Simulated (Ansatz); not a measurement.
```xyz
3
charge 0, multiplicity 2
B     0.2647   -0.1674    0.1295
H     0.2924    1.0151    0.2710
H    -0.5571   -0.8477   -0.4006
```

What structure does this define?

Formula BH₂. Its SMILES string is `[BH2]`. Among its groups: B–H bond. The point group is C2v. It is an open-shell species. Coordination: 1 B bent.

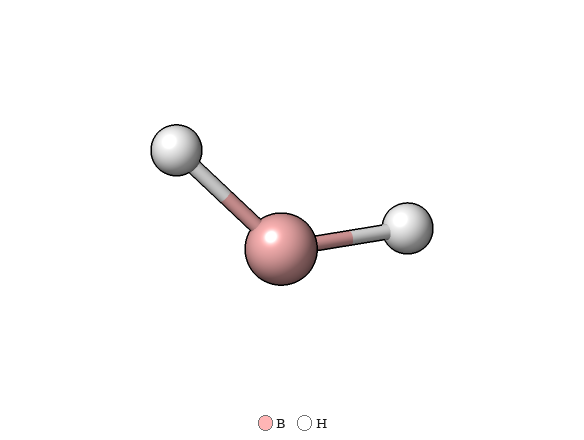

Simulated data, not a measurement (program: Ansatz).
